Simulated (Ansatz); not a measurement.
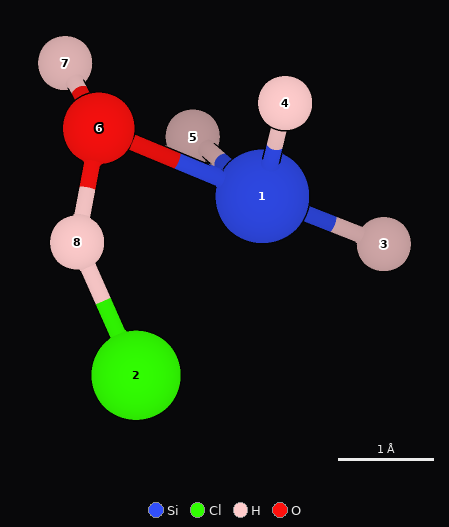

**Figure 1.** The input geometry (ball-and-stick view, seen at a tilt; atoms are numbered from 1 in the order of the input). Bond lengths as drawn: Cl–H 1.53 Å, H–O 1.01 to 1.26 Å, H–Si 1.46 Å and O–Si 1.98 Å.

SiH5ClO: geometry relaxation

- system: SiH5ClO
- method: RKS B3LYP-D4/def2-SVP (Ansatz 0.2.0)

The input holds or restrains some coordinates. Forces given for the steps count only the free coordinates. It belongs to a series of runs on one base structure; here: pulled along the bonds that form and break, towards end A. Figures and captions count atoms from 1; the log counts them from 0 in places.

## What the program printed
```
The last accepted step is kept in [file] (removed where the run ends without a failure and the disk answers)
Engine: ansatz 0.2.0, aarch64-unknown-linux-gnu
Functional definition: B3LYP
  parameter a0 = 0.2
  parameter ax = 0.72
  parameter ac = 0.81
  exchange = (1 - a0 - ax)*slater_x + ax*b88_x + a0*exact_x
  correlation = (1 - ac)*vwn_rpa_c + ac*lyp_c
763 factors; integrals over basis functions are off by at most 5.2e-4 eV
mean field evaluation 1: about -22515.3342 eV, gradient 4.9e1 eV
mean field evaluation 2: about -22487.9783 eV, gradient 1.2e2 eV
mean field evaluation 4: about -22519.7911 eV, gradient 4.3e0 eV
mean field evaluation 8: about -22519.8366 eV, gradient 4.3e-2 eV
mean field -22519.83659762 eV, -827.5887304690 hartree, gradient 2.8e-5 eV, S^2 0.000000; 0 other end points of the search recorded, 0 dependent functions left out
the calculation of the forces begins
reference -22519.83682972 eV, -827.5887389984 hartree; 22, 22 occupied and 53, 53 virtual orbitals, 763 factors
relax step   1: F+E_penalty+E_count = -22520.06523637 eV  Δ(F+E_penalty+E_count) = +0.000e0 eV  max|allowed force component| = 2.314e0 eV/Å  E_restraint = 31.12527459 eV  max|allowed force component, restraints' pulls added| = 3.259e1 eV/Å  Δτ_max = 0.0000 Å  (24 SCF iters, accepted)
  distance Si 0 - O 5 = 1.9800 Å
  distance H 7 - Cl 1 = 1.5305 Å
  distance Si 0 - Cl 1 = 2.4800 Å
  distance H 7 - O 5 = 1.2588 Å
these checks for a lower state are left out or cut short: starts, cluster_reference, orbital_swaps, neighbouring_geometries, increment
763 factors; integrals over basis functions are off by at most 5.4e-4 eV
mean field evaluation 16: about -22519.5292 eV, gradient 1.6e1 eV
mean field -22520.56903412 eV, -827.6156470139 hartree, gradient 5.2e-5 eV, S^2 0.000000; 0 other end points of the search recorded, 0 dependent functions left out
the calculation of the forces begins
reference -22520.56926310 eV, -827.6156554288 hartree; 22, 22 occupied and 53, 53 virtual orbitals, 763 factors
relax step   2: F+E_penalty+E_count = -22520.79354178 eV  Δ(F+E_penalty+E_count) = -7.283e-1 eV  max|allowed force component| = 3.283e0 eV/Å  E_restraint = 15.30143940 eV  max|allowed force component, restraints' pulls added| = 2.292e1 eV/Å  Δτ_max = 0.1940 Å  (28 SCF iters, accepted)
  distance Si 0 - O 5 = 2.2297 Å
  distance H 7 - Cl 1 = 1.8607 Å
  distance Si 0 - Cl 1 = 2.4203 Å
  distance H 7 - O 5 = 1.1086 Å
these checks for a lower state are left out or cut short: starts, cluster_reference, orbital_swaps, neighbouring_geometries, increment
763 factors; integrals over basis functions are off by at most 6.2e-4 eV
mean field -22521.10942193 eV, -827.6355058998 hartree, gradient 4.7e-5 eV, S^2 0.000000; 0 other end points of the search recorded, 0 dependent functions left out
the calculation of the forces begins
reference -22521.10964744 eV, -827.6355141872 hartree; 22, 22 occupied and 53, 53 virtual orbitals, 763 factors
relax step   3: F+E_penalty+E_count = -22521.33169924 eV  Δ(F+E_penalty+E_count) = -5.382e-1 eV  max|allowed force component| = 4.672e0 eV/Å  E_restraint = 5.50082227 eV  max|allowed force component, restraints' pulls added| = 1.353e1 eV/Å  Δτ_max = 0.1947 Å  (28 SCF iters, accepted)
  distance Si 0 - O 5 = 2.4721 Å
  distance H 7 - Cl 1 = 2.1703 Å
  distance Si 0 - Cl 1 = 2.3290 Å
  distance H 7 - O 5 = 0.9783 Å
these checks for a lower state are left out or cut short: starts, cluster_reference, orbital_swaps, neighbouring_geometries, increment
763 factors; integrals over basis functions are off by at most 7.9e-4 eV
mean field evaluation 32: about -22521.7646 eV, gradient 2.8e-3 eV
mean field -22521.76460565 eV, -827.6595834573 hartree, gradient 2.0e-5 eV, S^2 0.000000; 0 other end points of the search recorded, 0 dependent functions left out
the calculation of the forces begins
reference -22521.76482851 eV, -827.6595916471 hartree; 22, 22 occupied and 53, 53 virtual orbitals, 763 factors
relax step   4: F+E_penalty+E_count = -22521.98348857 eV  Δ(F+E_penalty+E_count) = -6.518e-1 eV  max|allowed force component| = 3.851e0 eV/Å  E_restraint = 0.88106127 eV  max|allowed force component, restraints' pulls added| = 7.234e0 eV/Å  Δτ_max = 0.1916 Å  (27 SCF iters, accepted)
  distance Si 0 - O 5 = 2.7109 Å
  distance H 7 - Cl 1 = 2.4231 Å
  distance Si 0 - Cl 1 = 2.2063 Å
  distance H 7 - O 5 = 0.9577 Å
these checks for a lower state are left out or cut short: starts, cluster_reference, orbital_swaps, neighbouring_geometries, increment
763 factors; integrals over basis functions are off by at most 8.2e-4 eV
mean field -22522.56305919 eV, -827.6889260837 hartree, gradient 6.2e-6 eV, S^2 0.000000; 0 other end points of the search recorded, 0 dependent functions left out
the calculation of the forces begins
reference -22522.56327627 eV, -827.6889340613 hartree; 22, 22 occupied and 53, 53 virtual orbitals, 763 factors
relax step   5: F+E_penalty+E_count = -22522.77831782 eV  Δ(F+E_penalty+E_count) = -7.948e-1 eV  max|allowed force component| = 9.316e-1 eV/Å  E_restraint = 0.02130811 eV  max|allowed force component, restraints' pulls added| = 9.316e-1 eV/Å  Δτ_max = 0.1938 Å  (26 SCF iters, accepted)
  distance Si 0 - O 5 = 2.8893 Å
  distance H 7 - Cl 1 = 2.5823 Å
  distance Si 0 - Cl 1 = 2.1134 Å
  distance H 7 - O 5 = 0.9799 Å
these checks for a lower state are left out or cut short: starts, cluster_reference, orbital_swaps, neighbouring_geometries, increment
764 factors; integrals over basis functions are off by at most 8.5e-4 eV
mean field -22522.64154875 eV, -827.6918105218 hartree, gradient 8.9e-6 eV, S^2 0.000000; 0 other end points of the search recorded, 0 dependent functions left out
the calculation of the forces begins
reference -22522.64177022 eV, -827.6918186608 hartree; 22, 22 occupied and 53, 53 virtual orbitals, 764 factors
relax step   6: F+E_penalty+E_count = -22522.85888563 eV  Δ(F+E_penalty+E_count) = -8.057e-2 eV  max|allowed force component| = 1.080e0 eV/Å  E_restraint = 0.00781996 eV  max|allowed force component, restraints' pulls added| = 5.966e-1 eV/Å  Δτ_max = 0.1950 Å  (25 SCF iters, accepted)
  distance Si 0 - O 5 = 2.8849 Å
  distance H 7 - Cl 1 = 2.5793 Å
  distance Si 0 - Cl 1 = 2.1185 Å
  distance H 7 - O 5 = 0.9933 Å
these checks for a lower state are left out or cut short: starts, cluster_reference, orbital_swaps, neighbouring_geometries, increment
764 factors; integrals over basis functions are off by at most 8.5e-4 eV
mean field -22522.68394941 eV, -827.6933687172 hartree, gradient 8.6e-6 eV, S^2 0.000000; 0 other end points of the search recorded, 0 dependent functions left out
the calculation of the forces begins
reference -22522.68417209 eV, -827.6933769006 hartree; 22, 22 occupied and 53, 53 virtual orbitals, 764 factors
relax step   7: F+E_penalty+E_count = -22522.89882970 eV  Δ(F+E_penalty+E_count) = -3.994e-2 eV  max|allowed force component| = 9.451e-1 eV/Å  E_restraint = 0.00780913 eV  max|allowed force component, restraints' pulls added| = 6.405e-1 eV/Å  Δτ_max = 0.1948 Å  (26 SCF iters, accepted)
  distance Si 0 - O 5 = 2.8766 Å
  distance H 7 - Cl 1 = 2.5608 Å
  distance Si 0 - Cl 1 = 2.1206 Å
  distance H 7 - O 5 = 0.9916 Å
these checks for a lower state are left out or cut short: starts, cluster_reference, orbital_swaps, neighbouring_geometries, increment
765 factors; integrals over basis functions are off by at most 8.4e-4 eV
mean field -22522.70841519 eV, -827.6942678183 hartree, gradient 7.8e-6 eV, S^2 0.000000; 0 other end points of the search recorded, 0 dependent functions left out
the calculation of the forces begins
reference -22522.70863939 eV, -827.6942760574 hartree; 22, 22 occupied and 53, 53 virtual orbitals, 765 factors
relax step   8: F+E_penalty+E_count = -22522.92275916 eV  Δ(F+E_penalty+E_count) = -2.393e-2 eV  max|allowed force component| = 8.098e-1 eV/Å  E_restraint = 0.01008506 eV  max|allowed force component, restraints' pulls added| = 1.477e-1 eV/Å  Δτ_max = 0.2000 Å  (26 SCF iters, accepted)
  distance Si 0 - O 5 = 2.8838 Å
  distance H 7 - Cl 1 = 2.5689 Å
  distance Si 0 - Cl 1 = 2.1193 Å
  distance H 7 - O 5 = 0.9867 Å
765 factors; integrals over basis functions are off by at most 8.4e-4 eV
mean field evaluation 64: about -22522.7084 eV, gradient 7.8e-6 eV
```

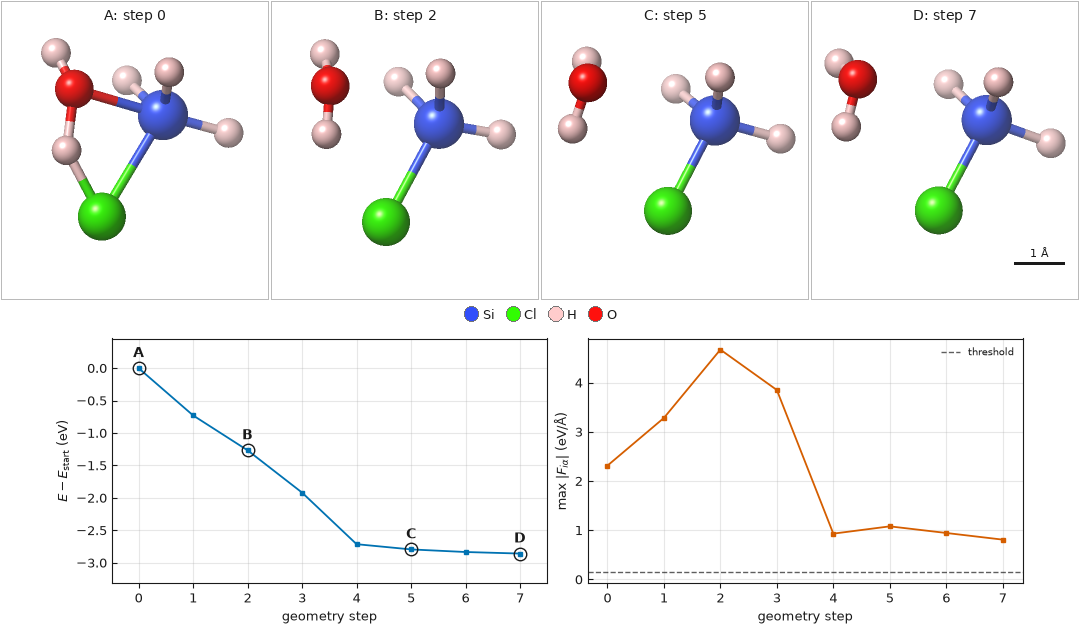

**Figure 2.** Frames of the restrained relaxation (ball-and-stick view, seen at a tilt) above the curves, on which the letters mark them (the first geometry is step 0 here and step 1 in the log).

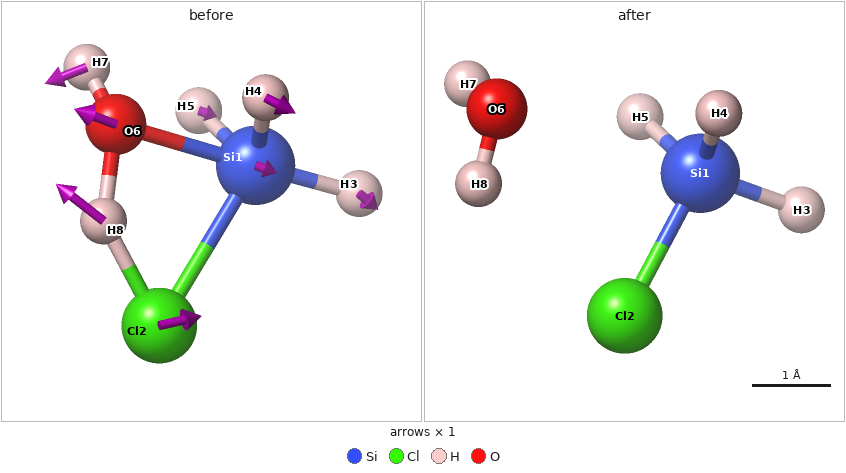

**Figure 3.** Before (left) and after (right) the restrained relaxation, at one scale (ball-and-stick view, seen at a tilt). The pink arrows give the displacements, at true length. The largest move after the best rigid fit is that of H8, 0.78 Å. Largest moves by element: H 0.78 Å, O 0.62 Å, Cl 0.59 Å, Si 0.30 Å. Among the contacts that change: Cl2–H8 1.530 → 2.569 Å, Si1–O6 1.980 → 2.884 Å, Si1–Cl2 2.480 → 2.119 Å, O6–H8 1.259 → 0.987 Å. Bonds break: Cl2–H8 (1.53 → 2.57 Å), Si1–O6 (1.98 → 2.88 Å). Among the angles that change: H7–O6–H8 137.6° → 103.9°, Cl2–Si1–H3 109.5° → 102.1°, H4–Si1–H5 109.5° → 114.8°. Over 7 geometry steps the energy falls by 2.858 eV. Largest force component: 2.3 eV/Å at the start, 0.81 eV/Å at the end. (Atoms are counted from 1 in the order of the input.)

```
mean field -22522.70841519 eV, -827.6942678183 hartree, gradient 7.8e-6 eV, S^2 0.000000; 1 other end points of the search recorded, 0 dependent functions left out
the calculation of the forces begins
reference -22522.70863939 eV, -827.6942760574 hartree; 22, 22 occupied and 53, 53 virtual orbitals, 765 factors
Total energy: -22522.92298336 eV, -827.7021530530 hartree
Atom 0 at     0.290430     0.064933    -0.047626 Å, force     0.181683    -0.123277     0.381362 eV/Å
Atom 1 at     0.390608     0.016843     2.068784 Å, force    -0.092067    -0.018098    -0.219378 eV/Å
Atom 2 at     1.731216    -0.051375    -0.433360 Å, force    -0.142926     0.033336    -0.121910 eV/Å
Atom 3 at    -0.264300     1.362854    -0.495669 Å, force     0.008613    -0.057257    -0.049842 eV/Å
Atom 4 at    -0.446503    -1.133778    -0.539343 Å, force     0.147659     0.121527    -0.033348 eV/Å
Atom 5 at    -2.477028     0.045382     0.762852 Å, force     0.208339     0.031745     0.809811 eV/Å
Atom 6 at    -2.735075    -0.837603     0.470533 Å, force    -0.046537    -0.109986     0.018702 eV/Å
Atom 7 at    -2.146349    -0.096957     1.681528 Å, force    -0.264765     0.122010    -0.785396 eV/Å
Dipole moment:    -0.145644    -0.303053    -0.140400 e Å
```

## Trajectory as extended XYZ (Å, eV, eV/Å), 8 frames, from step=1 to step=8
```
8
Properties=species:S:1:pos:R:3:forces:R:3 step=1 energy=-22520.06524
Si    0.0000    0.0000    0.0000   -2.3136   0.1897  -0.3095
Cl    0.0000    0.0000    2.4800    0.9667   0.1089  -0.7405
H     1.3768    0.0000   -0.4862    1.0426  -0.0970   0.7436
H    -0.6877    1.1914   -0.4862    1.1731   1.1346  -0.7301
H    -0.6877   -1.1914   -0.4862    1.2759  -1.2555  -0.9121
O    -1.8790    0.0000    0.6243   -1.1976  -0.2113   1.6768
H    -2.4241   -0.6297    0.0530    0.9246   0.8181   1.8191
H    -1.3553    0.0000    1.7690   -1.8719  -0.6875  -1.5474
8
Properties=species:S:1:pos:R:3:forces:R:3 step=2 energy=-22520.79354
Si    0.0956    0.0027    0.0352   -3.2835   0.2975   0.5115
Cl    0.1643    0.0013    2.4545    0.3659   0.0335  -1.9157
H     1.4055   -0.0010   -0.4822    1.9708  -0.0983   0.0828
H    -0.6656    1.1933   -0.4886    1.2134   0.1827  -0.0091
H    -0.6640   -1.1934   -0.4902    1.2862  -0.2683  -0.0515
O    -2.0343    0.0115    0.6946    0.2331   1.1118   2.0062
H    -2.4309   -0.6353    0.0639    0.4356  -0.0380   1.8793
H    -1.5277   -0.0089    1.6804   -2.2215  -1.2209  -2.5035
8
Properties=species:S:1:pos:R:3:forces:R:3 step=3 energy=-22521.33170
Si    0.2015    0.0054    0.0770   -4.6718   0.3294   0.8658
Cl    0.3116    0.0034    2.4033    0.1717  -0.0268  -2.2221
H     1.4406   -0.0022   -0.4887    3.0181  -0.1152  -0.6248
H    -0.6501    1.1857   -0.4808    1.4132  -0.4217   0.5212
H    -0.6480   -1.1864   -0.4817    1.4535   0.3347   0.5118
O    -2.1771    0.0330    0.7498   -1.2953   1.4158  -0.4846
H    -2.4291   -0.6414    0.0834    0.5963  -0.0819   1.8619
H    -1.7064   -0.0272    1.6054   -0.6857  -1.4344  -0.4292
8
Properties=species:S:1:pos:R:3:forces:R:3 step=4 energy=-22521.98349
Si    0.2639    0.0091    0.1160   -3.8510   0.2756   0.1123
Cl    0.4492    0.0070    2.3145   -0.1028  -0.0481  -1.6741
H     1.5039   -0.0054   -0.5010    2.2816  -0.1045  -0.5436
H    -0.6141    1.1717   -0.4591    1.2686  -0.5000   0.7422
H    -0.6109   -1.1736   -0.4596    1.2838   0.4483   0.7559
O    -2.3653    0.0594    0.7744   -1.4841   1.0641  -0.8804
H    -2.4247   -0.6465    0.1027    0.5006   0.0111   1.4036
H    -1.8590   -0.0516    1.5797    0.1033  -1.1464   0.0842
8
Properties=species:S:1:pos:R:3:forces:R:3 step=5 energy=-22522.77832
Si    0.2427    0.0252    0.0291   -0.5193  -0.0523   0.2245
Cl    0.4978    0.0128    2.1269   -0.1919  -0.0210  -0.2894
H     1.6077   -0.0181   -0.4881    0.4338   0.0014  -0.2838
H    -0.5017    1.2423   -0.4031    0.3091  -0.1358   0.0142
H    -0.4886   -1.2314   -0.3866    0.3057   0.3023   0.1041
O    -2.5389    0.0909    0.8080   -0.0476  -0.0085  -0.0254
H    -2.4446   -0.6373    0.1608    0.0398   0.2515   0.9316
H    -2.0313   -0.1141    1.6207   -0.3296  -0.3375  -0.6759
8
Properties=species:S:1:pos:R:3:forces:R:3 step=6 energy=-22522.85889
Si    0.2748    0.0295   -0.0244   -0.4075   0.0083   0.4404
Cl    0.3741    0.0066    2.0917    0.1165  -0.0107  -0.3150
H     1.6743    0.0018   -0.4879    0.2257  -0.0069  -0.1026
H    -0.4328    1.2472   -0.5006    0.2087  -0.1019  -0.0181
H    -0.4096   -1.2323   -0.4601    0.1440   0.1855  -0.0030
O    -2.4726    0.1500    0.8474    0.1707  -0.5238   0.7951
H    -2.4940   -0.6342    0.2743   -0.1285   0.0917   0.2831
H    -2.1711   -0.1983    1.7275   -0.3295   0.3578  -1.0798
8
Properties=species:S:1:pos:R:3:forces:R:3 step=7 energy=-22522.89883
Si    0.2753    0.0438   -0.0026    0.1054  -0.0811   0.1682
Cl    0.4080   -0.0021    2.1134   -0.0447   0.0227  -0.3763
H     1.6812    0.0022   -0.4892    0.0534   0.0079   0.0484
H    -0.3737    1.2730   -0.5021    0.0267   0.0509   0.0541
H    -0.3901   -1.2021   -0.4723    0.0100   0.0425   0.0318
O    -2.4837    0.1265    0.8074    0.1998  -0.8013   0.5354
H    -2.6625   -0.7132    0.3318    0.0835   0.5305   0.4835
H    -2.1114   -0.1578    1.6814   -0.4342   0.2279  -0.9451
8
Properties=species:S:1:pos:R:3:forces:R:3 step=8 energy=-22522.92276
Si    0.2904    0.0649   -0.0476    0.1817  -0.1233   0.3814
Cl    0.3906    0.0168    2.0688   -0.0921  -0.0181  -0.2194
H     1.7312   -0.0514   -0.4334   -0.1429   0.0333  -0.1219
H    -0.2643    1.3629   -0.4957    0.0086  -0.0573  -0.0498
H    -0.4465   -1.1338   -0.5393    0.1477   0.1215  -0.0333
O    -2.4770    0.0454    0.7629    0.2083   0.0317   0.8098
H    -2.7351   -0.8376    0.4705   -0.0465  -0.1100   0.0187
H    -2.1463   -0.0970    1.6815   -0.2648   0.1220  -0.7854
```

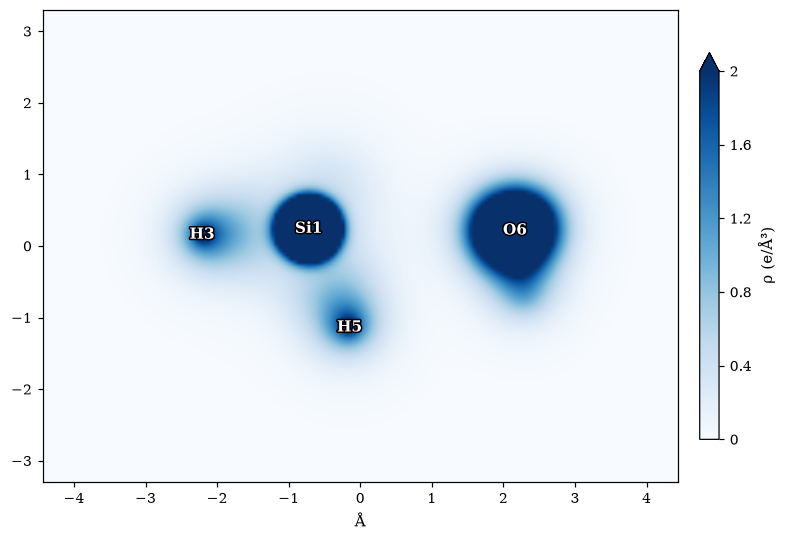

**Figure 4.** Total electron density on the plane of atoms H3, Si1 and H5. The section cuts through Si, H and O sites. Si1···O6 (2.88 Å): ρ is about 0.1 e/Å³ halfway.

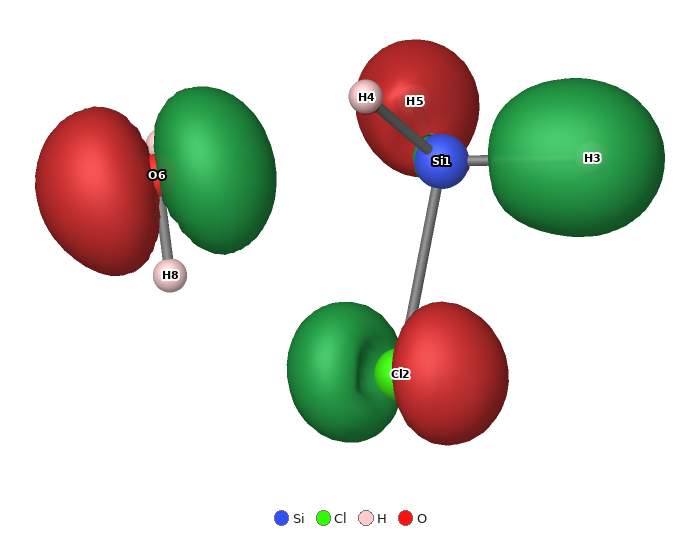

**Figure 5.** One frontier orbital at ±0.15 Å⁻³ᐟ² (green and red are the two phases), seen at a tilt. The HOMO−1, at −8.39 eV. By Hirshfeld shares it lies mainly on O6 (45 %), Cl2 (15 %), Si1 (15 %) and H3 (15 %).

This output came from the following input.

## Input
```yaml
crystal:
  periodic: [false, false, false]
  atoms:
    - { symbol: Si, position_ang: [0.0, 0.0, 0.0] }
    - { symbol: Cl, position_ang: [0.0, 0.0, 2.48] }
    - { symbol: H, position_ang: [1.3768, 0.0, -0.4862] }
    - { symbol: H, position_ang: [-0.6877, 1.1914, -0.4862] }
    - { symbol: H, position_ang: [-0.6877, -1.1914, -0.4862] }
    - { symbol: O, position_ang: [-1.879, 0.0, 0.6243] }
    - { symbol: H, position_ang: [-2.4241, -0.6297, 0.053] }
    - { symbol: H, position_ang: [-1.3553, 0.0, 1.769] }
basis:
  gaussian: { orbitals: def2-SVP }
hamiltonian:
  xc: b3lyp
  dispersion: d4
relax:
  f_tol: 0.15
  max_steps: 25
  restrain:
    - { distance: [0, 5], at: 2.88, k: 30.0 }
    - { distance: [7, 1], at: 2.57, k: 30.0 }
    - { distance: [0, 1], at: 2.13, k: 30.0 }
    - { distance: [7, 5], at: 1.01, k: 30.0 }
output:
  orbitals: {}
```

Launch command:
```bash
ansatz run input.yaml --threads 1 --pin off --max-ram 2048MiB --backend cpu --events-out ev --progress --plain --runs-dir out
```

## Summary

- outcome: converged under the restraints of the input
- total energy: −22522.9230 eV
- mean-field energy: −22522.7086 eV
- largest force (length of the vector) at the end, held atoms and coordinates included: 0.838 eV/Å
- hardware: 1 thread of Arm Neoverse V1, 24 GiB of memory available, shared host
- wall time: 23 s
- peak memory: 0.16 GiB
